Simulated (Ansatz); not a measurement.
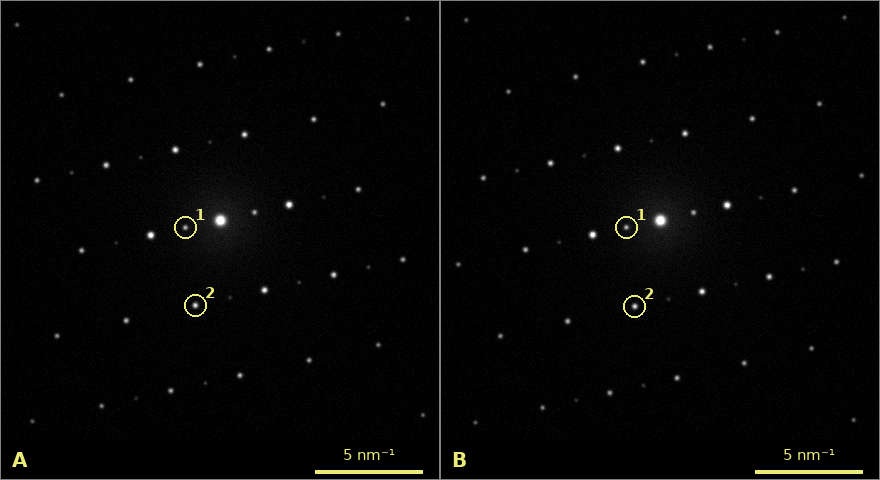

Kinematic electron diffraction patterns (120 kV, B = 0.5 Å², same scale) along [011] of the run's own cell, for the start and the end of one relaxation of B3I2 with DFT PBE, scalar-relativistic, plane waves, PAW in Ansatz 0.2.0. k mesh 6×6×12. The start is a generated model structure, and the relaxation ends in the nearest stationary point of its symmetry, not necessarily the ground state. Spot 1 is -1 0 0 and spot 2 is -1 -1 1 in both.

Start structure:

```
CELL_PARAMETERS angstrom
3.90411 -4.76792 0.00000
3.90411 4.76792 0.00000
0.00000 0.00000 3.05890
ATOMIC_POSITIONS crystal
B 0.41198 0.58802 0.00000
B 0.58802 0.41198 0.00000
B 0.50000 0.50000 0.50000
I 0.00000 0.50000 0.00000
I 0.50000 0.00000 0.00000
```

Q: Which pattern belongs to the start structure, and which to the relaxed one?

A: A is the start: its cell gives d(1) = 6.041 Å, d(2) = 2.408 Å and an angle of 61.5°. B is the relaxed structure, with d(1) = 6.217 Å (+2.9 %), d(2) = 2.378 Å (-1.3 %) and 61.4°.

Q: Summarise the relaxation behind the change.

A: The volume changed by +4.8 % to 23.86 Å³ an atom; with the mean shift removed, the atoms moved by up to 0.07 Å relative to the cell (B most); the space group stayed Cmmm (No. 65); the free energy fell by 23 meV an atom. Relaxed cell: a = 6.425 Å, b = 6.425 Å, c = 2.987 Å, α = 90.00°, β = 90.00°, γ = 104.62°.
